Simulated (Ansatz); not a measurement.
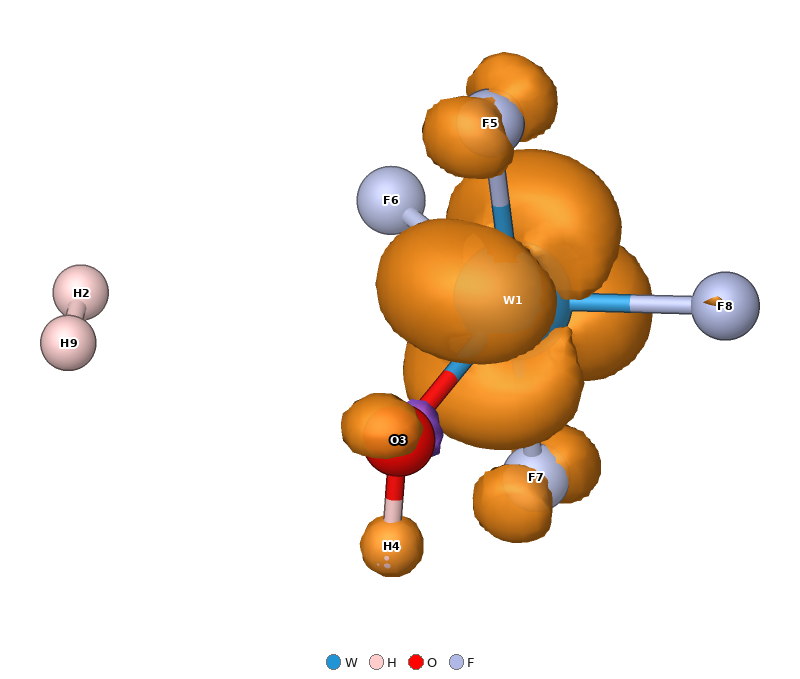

F₄HOW···H₂ (doublet). Isosurfaces of the spin density (α minus β) at +0.04 (orange) and −0.04 e/Å³ (purple), seen across its widest extent.

Core potentials replace the inner electrons of W.

Theory: UKS B3LYP/def2-SVP (Ansatz 0.2.0).

```yaml
atoms:
  - { symbol: W, position_ang: [-0.0620, 0.0435, -0.6125] }
  - { symbol: H, position_ang: [-0.1745, -0.0558, 3.1175] }
  - { symbol: O, position_ang: [1.6230, -0.0910, 0.1849] }
  - { symbol: H, position_ang: [1.9454, -1.0090, 0.2861] }
  - { symbol: F, position_ang: [-0.1780, 1.9332, -0.5482] }
  - { symbol: F, position_ang: [-1.4514, -0.0616, 0.6024] }
  - { symbol: F, position_ang: [0.0276, -1.8660, -0.6758] }
  - { symbol: F, position_ang: [0.0560, 0.1249, -2.4541] }
  - { symbol: H, position_ang: [0.5810, 0.0300, 3.1300] }
```

Q: Describe the spin distribution.

A: The unpaired spin (1 electron) lies mostly on W1 (about 0.8) and F5 (about 0.1), in electrons by Hirshfeld's partition.
